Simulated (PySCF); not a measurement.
# C₃H₁₃PSi₃: geometry, NMR shifts and electronic excitations

What NMR shifts and electronic excitations should C₃H₁₃PSi₃ (`[SiH3]C[Si@@H]1CC[SiH2]P1`) show?

Programs: PySCF 2.14.0, with density-fitted response routines of our own. Each step states its level of theory. These are calculated values for one molecule in the gas phase, unless marked as measured. Atoms count from 0, in the outputs and in this text.

## 1. Starting geometry

20 atoms, charge 0, multiplicity 1; geometry from: GFN2-xTB.

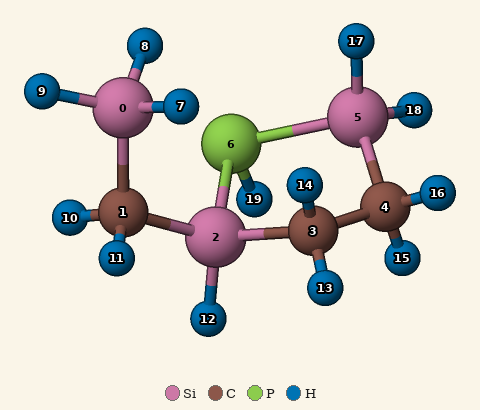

The starting geometry (silicon pink, carbon brown, phosphorus green, hydrogen blue), atoms numbered.

## 2. Optimising the geometry at PBE0-D3(BJ)/def2-SVP

Job settings and geometry (Å):

```
{"job": {"xc": "PBE0", "basis": "def2-SVP", "d3": "d3bj", "grid": 1, "kind": "geom"}, "charge": 0, "multiplicity": 1}
Si     2.639891     0.916005    -0.207859
C      2.061698    -0.685234     0.639261
Si     0.179469    -0.915979     0.751018
C     -0.626241    -0.915523    -0.989385
C     -2.054598    -0.380474    -0.935823
Si    -2.126269     1.228104     0.099062
P     -0.751652     0.834312     1.820892
H      2.416426     0.809600    -1.654630
H      1.910594     2.069828     0.318797
H      4.078007     1.083419     0.022644
H      2.460892    -0.706559     1.652112
H      2.488966    -1.544386     0.124633
H     -0.149641    -2.175455     1.449286
H     -0.614057    -1.915602    -1.425124
H     -0.031964    -0.279860    -1.648817
H     -2.700684    -1.129393    -0.471081
H     -2.439010    -0.220835    -1.944266
H     -1.590504     2.363457    -0.659101
H     -3.494915     1.511013     0.537750
H     -1.661554     0.064239     2.517595
```

Log:

```text
step   0  E = -1330.91878884  max force = 0.018671
step   1  E = -1330.92378959  max force = 0.003073
step   2  E = -1330.92401592  max force = 0.001121
step   3  E = -1330.92406536  max force = 0.000596
step   4  E = -1330.92409048  max force = 0.000714
step   5  E = -1330.92412247  max force = 0.001035
step   6  E = -1330.92415136  max force = 0.000873
step   7  E = -1330.92417654  max force = 0.000337
step   8  E = -1330.92418984  max force = 0.000304
optimisation converged
```

It took 4.1 min on 1 thread, shared host.

Step by step:

```csv
step,energy from step 0 (eV),largest force component (eV/Å)
0,0.0000,0.9601
1,-0.1361,0.1580
2,-0.1422,0.0576
3,-0.1436,0.0306
4,-0.1443,0.0367
5,-0.1451,0.0532
6,-0.1459,0.0449
7,-0.1466,0.0173
8,-0.1470,0.0156
```

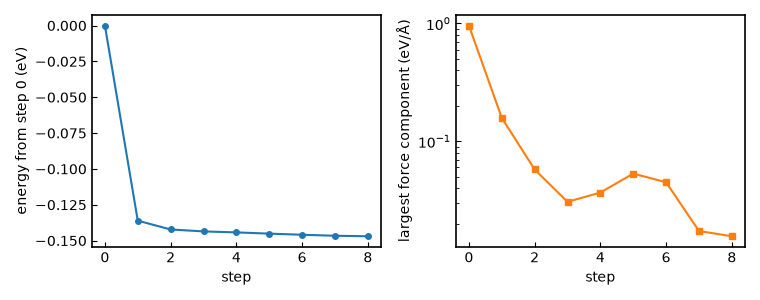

Energy and force, step by step.

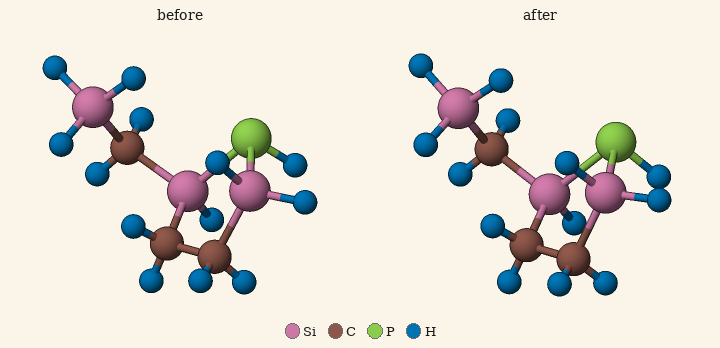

The geometry before (left) and after (right).

Close pairs (by a distance rule), those that changed most:

```csv
bond,before (Å),after (Å),change (Å)
P6–H19,1.381,1.432,+0.051
Si2–P6,2.253,2.287,+0.034
Si0–H8,1.463,1.496,+0.033
Si5–P6,2.238,2.269,+0.031
Si5–H17,1.467,1.497,+0.030
Si5–H18,1.465,1.495,+0.030
Si0–H9,1.466,1.495,+0.029
Si0–H7,1.468,1.496,+0.029
```

The end geometry stands in the next job.

```csv
at the end point,value
point group (found at 0.08 Å tolerance),C1
"rotational constants (GHz, main isotopes)","1.675, 0.803, 0.756"
dipole moment (D),2.09
```

## 3. Nuclear shieldings: PBE0/pcSseg-1

Job settings and geometry (Å):

```
{"job": {"kind": "nmr", "xc": "PBE0", "basis": "pcSseg-1"}, "charge": 0, "multiplicity": 1}
Si     2.889907     1.040473    -0.043214
C      2.322664    -0.559791     0.771140
Si     0.456653    -0.799704     0.802061
C     -0.293854    -0.782281    -0.948078
C     -1.728484    -0.239891    -0.935820
Si    -1.737293     1.378884     0.050775
P     -0.530070     0.934631     1.919910
H      2.677123     0.975813    -1.522921
H      2.104329     2.197956     0.486765
H      4.342301     1.290659     0.208655
H      2.682985    -0.564337     1.814275
H      2.799593    -1.415416     0.261823
H      0.116012    -2.071251     1.516799
H     -0.234001    -1.788343    -1.397951
H      0.347187    -0.133304    -1.571823
H     -2.409071    -0.945113    -0.426639
H     -2.126965    -0.097550    -1.954765
H     -1.020525     2.443316    -0.719978
H     -3.106865     1.869289     0.395142
H     -1.561669     0.094607     2.449515
```

With the program's defaults for keys left out, this is: GIAO PBE0/pcSseg-1 NMR shielding, non-relativistic, gas phase.

Log:

```text
coarse grid: 17816 points
cycle   1  E = -1331.2092721484  dE =  2.389e-01  |g| = 4.510e-01  |ddm| = 4.008e+00
cycle   2  E = -1331.1897643359  dE =  1.951e-02  |g| = 5.204e-01  |ddm| = 8.650e-01
cycle   3  E = -1331.2608702768  dE = -7.111e-02  |g| = 4.915e-02  |ddm| = 5.317e-01
cycle   4  E = -1331.2614749521  dE = -6.047e-04  |g| = 2.202e-02  |ddm| = 1.107e-01
cycle   5  E = -1331.2616223304  dE = -1.474e-04  |g| = 4.148e-03  |ddm| = 4.193e-02
cycle   6  E = -1331.2616264455  dE = -4.115e-06  |g| = 1.512e-03  |ddm| = 6.985e-03
final grid: 151168 points
cycle   7  E = -1331.3018741689  dE = -2.403e-05  |g| = 7.262e-03  |ddm| = 3.058e-02
cycle   8  E = -1331.3018633797  dE =  1.079e-05  |g| = 9.516e-03  |ddm| = 1.676e-02
cycle   9  E = -1331.3018879978  dE = -2.462e-05  |g| = 4.176e-04  |ddm| = 1.026e-02
cycle  10  E = -1331.3018880383  dE = -4.048e-08  |g| = 1.610e-04  |ddm| = 9.209e-04
cycle  11  E = -1331.3018880462  dE = -7.881e-09  |g| = 4.495e-05  |ddm| = 2.891e-04
cycle  12  E = -1331.3018880466  dE = -4.436e-10  |g| = 1.392e-05  |ddm| = 5.674e-05
converged SCF energy = -1331.3018880466

GIAO shielding tensors (ppm)
atom      isotropic    diamagn.    paramagn.     s11        s22        s33       span
  0 Si     424.962     879.146    -454.184    399.455    411.333    464.097     64.642
  1 C      194.445     257.765     -63.320    181.749    198.606    202.981     21.232
  2 Si     342.085     881.988    -539.903    258.417    371.301    396.537    138.120
  3 C      174.033     255.961     -81.929    161.573    171.235    189.291     27.718
  4 C      170.412     252.380     -81.968    155.266    171.039    184.931     29.665
  5 Si     372.822     880.070    -507.249    285.845    392.949    439.670    153.826
  6 P      640.363     969.137    -328.774    583.125    631.450    706.513    123.388
  7 H       27.486      29.289      -1.803     23.487     26.799     32.172      8.684
  8 H       27.337      29.069      -1.733     22.740     28.797     30.473      7.732
  9 H       27.244      27.575      -0.331     23.440     24.493     33.798     10.358
 10 H       31.210      29.918       1.291     25.876     28.292     39.461     13.585
 11 H       31.173      30.488       0.685     25.869     28.137     39.513     13.644
 12 H       26.345      30.818      -4.473     22.692     24.137     32.206      9.514
 13 H       30.005      31.953      -1.948     24.028     28.120     37.867     13.839
 14 H       30.720      34.203      -3.483     25.388     29.405     37.368     11.980
 15 H       30.932      31.125      -0.193     26.568     27.785     38.442     11.874
 16 H       29.896      29.669       0.227     24.105     27.064     38.519     14.414
 17 H       27.189      29.362      -2.172     23.908     24.569     33.092      9.184
 18 H       26.554      28.538      -1.984     22.348     24.076     33.238     10.889
 19 H       30.678      30.730      -0.052     25.302     25.978     40.756     15.454
```

It took 65 s on 1 thread, shared host.

Shifts follow as δ = σ(reference) − σ, with reference shieldings (ppm) from runs at the same level and on the same kind of geometry: 1H TMS 31.27, 13C TMS 184.4, 29Si TMS 352.0, 31P H3PO4 310.1. The references are single molecules in the gas phase, so shifts against H2O, NH3, PH3, H3PO4 or CFCl3 are not on the usual liquid scales and can be off by tens of ppm. Atoms listed in one row are averaged.

```csv
atoms,environment,σ (ppm),δ (ppm),δ scaled to CDCl3
C4,sp3 CH2 bonded to Si,170.4,14.0,13.1
C3,sp3 CH2 bonded to Si,174.0,10.4,9.6
C1,sp3 CH2 bonded to 2 Si,194.4,-10.0,-10.3
H12,"hydrogen on a silicon bonded to 2 C, P, in a 5-membered ring",26.34,4.92,–
H18,"hydrogen on a silicon bonded to C, P, in a 5-membered ring",26.55,4.71,–
H17,"hydrogen on a silicon bonded to C, P, in a 5-membered ring",27.19,4.08,–
"H7, H8, H9",hydrogen on a silicon bonded to C,27.36,3.91,–
H16,hydrogen on an sp3 CH2 bonded to Si,29.90,1.37,1.52
H13,hydrogen on an sp3 CH2 bonded to Si,30.00,1.26,1.41
H19,"hydrogen on a phosphorus bonded to 2 Si, in a 5-membered ring",30.68,0.59,–
H14,hydrogen on an sp3 CH2 bonded to Si,30.72,0.55,0.73
H15,hydrogen on an sp3 CH2 bonded to Si,30.93,0.34,0.53
H11,hydrogen on an sp3 CH2 bonded to 2 Si,31.17,0.09,0.31
H10,hydrogen on an sp3 CH2 bonded to 2 Si,31.21,0.06,0.27
Si2,"silicon bonded to 2 C, P, H, in a 5-membered ring",342.1,9.9,–
Si5,"silicon bonded to C, P, 2 H, in a 5-membered ring",372.8,-20.8,–
Si0,"silicon bonded to C, 3 H",425.0,-73.0,–
P6,"phosphorus bonded to 2 Si, H, in a 5-membered ring",640.4,-330.2,–
```

The scaled column applies a straight-line fit of computed shieldings to shifts measured in CDCl3 (root-mean-square error 0.21 ppm for H, 2.0 ppm for C).

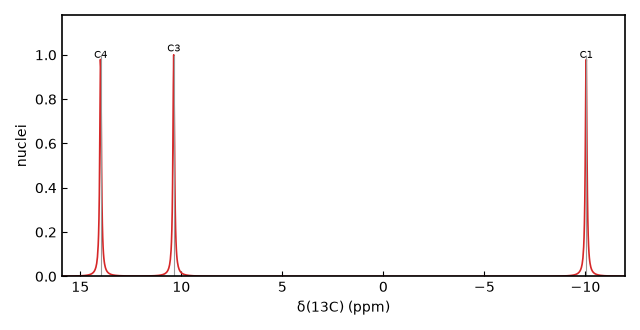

13C lines at the computed shifts, without couplings. Lines are broadened to a width of 0.10 ppm (Lorentzian).

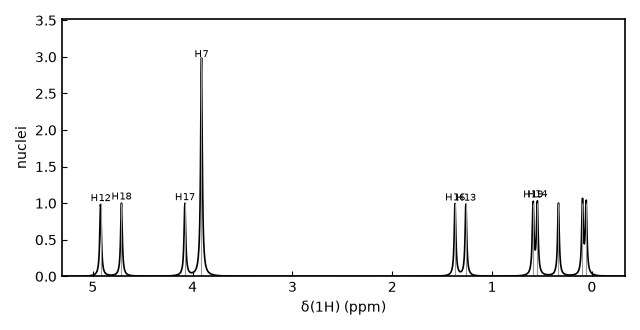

1H lines at the computed shifts, without couplings. Lines are broadened to a width of 0.02 ppm (Lorentzian).

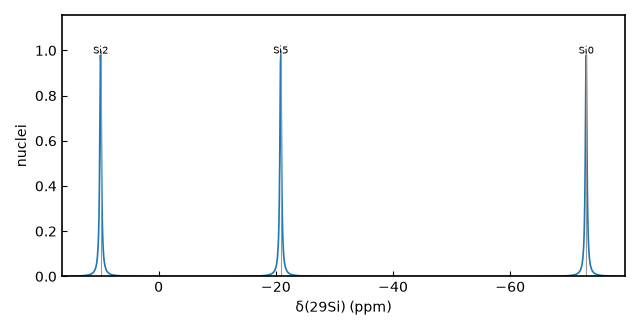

29Si lines at the computed shifts, without couplings. Lines are broadened to a width of 0.33 ppm (Lorentzian).

The run also stored atomic charges by several schemes (e):

```csv
atoms,Mulliken,IAO,Hirshfeld,ESP fit
Si0,0.47,0.59,0.30,0.45
C1,-0.83,-0.82,-0.25,-0.67
Si2,0.55,0.73,0.31,0.56
C3,-0.53,-0.53,-0.16,-0.15
C4,-0.51,-0.53,-0.16,-0.39
Si5,0.44,0.56,0.28,0.41
P6,-0.34,-0.25,-0.09,-0.43
```

ESP fit charges:

Si0 0.45; C1 -0.67; Si2 0.56; C3 -0.15; C4 -0.39; Si5 0.41; P6 -0.43; H7 -0.12; H8 -0.10; H9 -0.11; H10 0.20; H11 0.17; H12 -0.15; H13 0.06; H14 0.08; H15 0.11; H16 0.12; H17 -0.09; H18 -0.09; H19 0.12

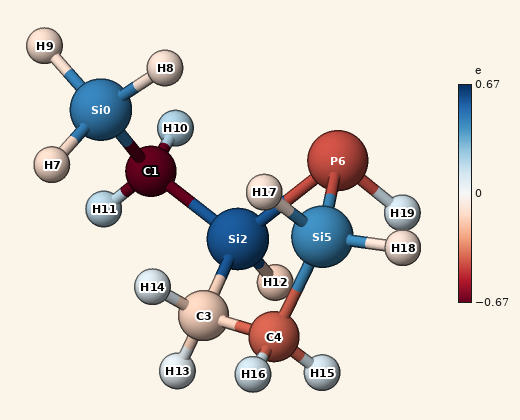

ESP fit charges, as colours on the atoms.

Mayer bond orders: Si0–C1 0.91, C1–Si2 0.92, Si2–C3 0.89, C3–C4 1.03, C4–Si5 0.90, Si5–P6 0.94, P6–Si2 0.99.

Ring of atoms Si2, C3, C4, Si5, P6: NICS(0) -5.4, NICS(1) -4.5, NICS(1)zz -2.6 ppm (means of both faces).

## 4. Ultraviolet spectrum: PBE0/def2-SVPD

The job, as its differences from that of step 3:

```diff
@@ -1,2 +1,2 @@
-{"job": {"kind": "nmr", "xc": "PBE0", "basis": "pcSseg-1"}, "charge": 0, "multiplicity": 1}
+{"job": {"kind": "uv", "xc": "PBE0", "basis": "def2-SVPD", "ip": true}, "charge": 0, "multiplicity": 1}
 Si     2.889907     1.040473    -0.043214
```

With the program's defaults for keys left out, this is: TDDFT PBE0/def2-SVPD, vertical, gas phase, core orbitals frozen in the response.

Log:

```text
coarse grid: 17816 points
cycle   1  E = -1330.7051925252  dE =  1.949e-01  |g| = 4.272e-01  |ddm| = 5.332e+00
cycle   2  E = -1330.6862017091  dE =  1.899e-02  |g| = 4.962e-01  |ddm| = 1.254e+00
cycle   3  E = -1330.7537179646  dE = -6.752e-02  |g| = 4.952e-02  |ddm| = 6.599e-01
cycle   4  E = -1330.7543680092  dE = -6.500e-04  |g| = 2.356e-02  |ddm| = 1.529e-01
cycle   5  E = -1330.7545660573  dE = -1.980e-04  |g| = 3.965e-03  |ddm| = 6.172e-02
cycle   6  E = -1330.7545709342  dE = -4.877e-06  |g| = 1.469e-03  |ddm| = 1.008e-02
final grid: 151168 points
cycle   7  E = -1330.9161373654  dE = -2.785e-05  |g| = 7.164e-03  |ddm| = 1.003e-01
cycle   8  E = -1330.9161261321  dE =  1.123e-05  |g| = 9.494e-03  |ddm| = 2.273e-02
cycle   9  E = -1330.9161517613  dE = -2.563e-05  |g| = 4.328e-04  |ddm| = 1.321e-02
cycle  10  E = -1330.9161518224  dE = -6.112e-08  |g| = 1.726e-04  |ddm| = 1.397e-03
cycle  11  E = -1330.9161518322  dE = -9.740e-09  |g| = 4.471e-05  |ddm| = 4.207e-04
cycle  12  E = -1330.9161518327  dE = -5.609e-10  |g| = 1.393e-05  |ddm| = 9.330e-05
converged SCF energy = -1330.9161518327

Static polarisability (au): isotropic 141.556, principal 131.603 135.183 157.882

Singlet excitations
state   eV       nm        f      main configurations
  1   5.6612    219.0   0.00245   H->L 0.96
  2   6.2738    197.6   0.01281   H->L+1 0.82, H-1->L 0.09
  3   6.5153    190.3   0.02485   H->L+2 0.67, H-1->L 0.26
  4   6.7021    185.0   0.06373   H-1->L 0.47, H->L+2 0.25, H->L+1 0.10
  5   6.8441    181.2   0.02750   H->L+3 0.78
  6   6.9028    179.6   0.00673   H-2->L 0.94
  7   6.9909    177.4   0.01355   H->L+4 0.50, H-1->L+1 0.31
  8   7.1378    173.7   0.02189   H->L+5 0.61, H->L+4 0.09
  9   7.2398    171.3   0.09707   H-1->L+1 0.40, H->L+4 0.18, H-3->L 0.08
 10   7.3374    169.0   0.00954   H-2->L+1 0.67, H->L+6 0.17

Triplet excitations (Tamm-Dancoff, eV): 5.2322 5.5838 6.0369 6.1306
Vertical ionisation energy (delta-SCF) = 8.9136 eV
```

Run time: 11 min. Hardware: 1 thread, shared host.

The orbitals next to the gap, with their largest atomic shares:

```csv
orbital,eV,atoms
HOMO−3,-8.63,"C1 27 %, Si2 19 %, Si0 13 %"
HOMO−2,-8.29,"C3 26 %, C4 18 %, Si2 14 %"
HOMO−1,-8.04,"P6 41 %, Si5 19 %, Si2 15 %"
HOMO,-7.18,"P6 62 %, Si2 9 %, Si5 8 %"
LUMO,-0.23,"P6 18 %, Si2 16 %, Si5 13 %"
LUMO+1,0.17,"P6 16 %, Si5 14 %, Si2 14 %"
LUMO+2,0.53,"Si5 18 %, P6 16 %, Si2 11 %"
```

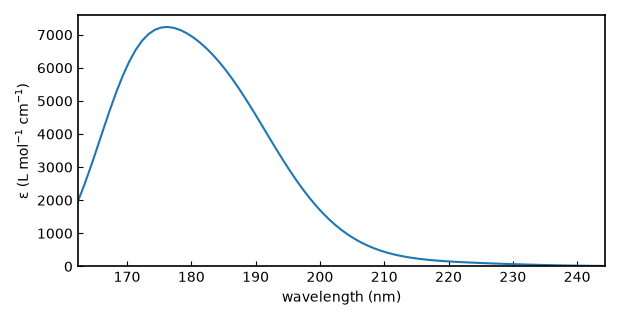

Absorption spectrum: each of the 10 states is a Gaussian band of 0.4 eV half-width at 1/e. Beyond the last state computed it falls off for lack of states.

Ground-state properties from the same run:

```csv
property,computed
dipole moment (D),1.95
polarisability (Å³),20.98
HOMO–LUMO gap (eV),6.95
−ε(HOMO) (eV),7.18
```

## 5. NMR shieldings: B97-2/pcSseg-1

The job, as its differences from that of step 4:

```diff
@@ -1,2 +1,2 @@
-{"job": {"kind": "uv", "xc": "PBE0", "basis": "def2-SVPD", "ip": true}, "charge": 0, "multiplicity": 1}
+{"job": {"kind": "nmr", "xc": "B97-2", "basis": "pcSseg-1", "pop": false}, "charge": 0, "multiplicity": 1}
 Si     2.889907     1.040473    -0.043214
```

Level: GIAO B97-2/pcSseg-1 NMR shielding, non-relativistic, gas phase.

Log:

```text
coarse grid: 17816 points
cycle   1  E = -1331.8796138374  dE =  2.067e-01  |g| = 4.529e-01  |ddm| = 4.016e+00
cycle   2  E = -1331.8556279982  dE =  2.399e-02  |g| = 5.409e-01  |ddm| = 9.221e-01
cycle   3  E = -1331.9340568239  dE = -7.843e-02  |g| = 4.832e-02  |ddm| = 5.617e-01
cycle   4  E = -1331.9346631012  dE = -6.063e-04  |g| = 2.375e-02  |ddm| = 1.191e-01
cycle   5  E = -1331.9348381177  dE = -1.750e-04  |g| = 3.911e-03  |ddm| = 4.445e-02
cycle   6  E = -1331.9348419590  dE = -3.841e-06  |g| = 1.649e-03  |ddm| = 7.064e-03
final grid: 151168 points
cycle   7  E = -1331.9628020834  dE = -5.263e-05  |g| = 5.109e-03  |ddm| = 3.097e-02
cycle   8  E = -1331.9628018200  dE =  2.634e-07  |g| = 3.386e-03  |ddm| = 6.707e-03
cycle   9  E = -1331.9628039026  dE = -2.083e-06  |g| = 1.536e-03  |ddm| = 4.860e-03
cycle  10  E = -1331.9628045394  dE = -6.368e-07  |g| = 1.130e-04  |ddm| = 1.601e-03
cycle  11  E = -1331.9628045423  dE = -2.932e-09  |g| = 4.472e-05  |ddm| = 2.284e-04
cycle  12  E = -1331.9628045428  dE = -5.418e-10  |g| = 1.354e-05  |ddm| = 8.055e-05
converged SCF energy = -1331.9628045428

GIAO shielding tensors (ppm)
atom      isotropic    diamagn.    paramagn.     s11        s22        s33       span
  0 Si     427.594     879.334    -451.740    402.523    414.319    465.940     63.417
  1 C      193.399     257.718     -64.319    181.265    197.434    201.498     20.233
  2 Si     346.956     882.435    -535.479    265.869    375.395    399.603    133.735
  3 C      173.182     256.082     -82.900    161.180    170.343    188.024     26.843
  4 C      169.585     252.352     -82.767    154.938    170.365    183.452     28.513
  5 Si     376.912     880.405    -503.493    292.490    396.954    441.293    148.803
  6 P      637.368     969.759    -332.391    579.537    626.887    705.681    126.144
  7 H       27.674      29.625      -1.950     23.728     27.003     32.293      8.565
  8 H       27.534      29.442      -1.908     22.991     28.989     30.622      7.631
  9 H       27.438      27.709      -0.271     23.694     24.717     33.904     10.209
 10 H       31.326      29.984       1.342     26.103     28.466     39.409     13.305
 11 H       31.297      30.606       0.690     26.104     28.303     39.482     13.378
 12 H       26.556      31.077      -4.521     22.944     24.369     32.356      9.412
 13 H       30.119      32.099      -1.980     24.264     28.270     37.822     13.558
 14 H       30.829      34.570      -3.741     25.594     29.530     37.362     11.768
 15 H       31.031      31.269      -0.238     26.774     27.912     38.407     11.633
 16 H       30.006      29.757       0.249     24.335     27.213     38.469     14.134
 17 H       27.388      29.735      -2.347     24.162     24.791     33.211      9.050
 18 H       26.763      28.735      -1.972     22.617     24.306     33.368     10.751
 19 H       30.848      31.003      -0.155     25.536     26.219     40.788     15.252
```

It took 56 s on 1 thread, shared host.

In short: δ C4 14.1, C3 10.5, C1 -9.7, Si2 10.5, H12 4.82, H18 4.61 ppm.

## 6. Run by run: NMR shifts

Shifts (ppm) of some atoms, chosen among heavy atoms and hydrogens apart, with basis size and wall time:

```csv
run,C1,H12,H18,Si2,Si5,Si0,P6,functions,time
PBE0/pcSseg-1,-10.0,4.92,4.71,9.9,-20.8,-73.0,-330.2,212,65 s
B97-2/pcSseg-1,-9.7,4.82,4.61,10.5,-19.5,-70.2,-321.2,212,56 s
```

## 7. What came out

| quantity | value |
| --- | --- |
| point group | C1 |
| rotational constants (main isotopes) | 1.67, 0.80, 0.76 GHz |
| 13C shifts against TMS (PBE0/pcSseg-1) | 14.0, 10.4, -10.0 ppm |
| 1H shifts against TMS (PBE0/pcSseg-1, means over atoms taken as alike) | 4.92, 4.71, 4.08, 3.91, 1.37, 1.26, 0.59, 0.55, 0.34, 0.09, 0.06 ppm |
| 29Si shifts against TMS (PBE0/pcSseg-1) | 9.9, -20.8, -73.0 ppm |
| 31P shifts against H3PO4 (PBE0/pcSseg-1) | -330.2 ppm |
| lowest singlet (PBE0/def2-SVPD) | 5.66 eV (219 nm), f = 0.002 |
| brightest single state of those computed | state 9, 7.24 eV, f = 0.097 |
| lowest triplet | 5.23 eV |
| vertical ionisation energy (ΔSCF) | 8.91 eV |
| range of the shift of P6 | -330.2 to -321.2 ppm |

**Reading.** Over 8 steps the energy fell by 0.147 eV; of the close pairs, P6–H19 changed most, 1.381 to 1.432 Å. At PBE0/pcSseg-1: Shielding is most anisotropic at Si5 (span 154 ppm, paramagnetic term -507 ppm). The first singlet state (HOMO→LUMO 0.96) lies at 5.66 eV and is weak; of the 10 states computed, the strongest absorption comes from state 9 at 7.24 eV. The lowest triplet lies 0.43 eV below the lowest singlet (triplets in Tamm-Dancoff, singlets in full TDDFT). ΔSCF puts the ionisation energy at 8.91 eV, 1.73 eV above −ε(HOMO). Across the 2 runs the shift of P6 moves most, between -330.2 (PBE0/pcSseg-1) and -321.2 ppm (B97-2/pcSseg-1). Part of that comes from the computed reference.
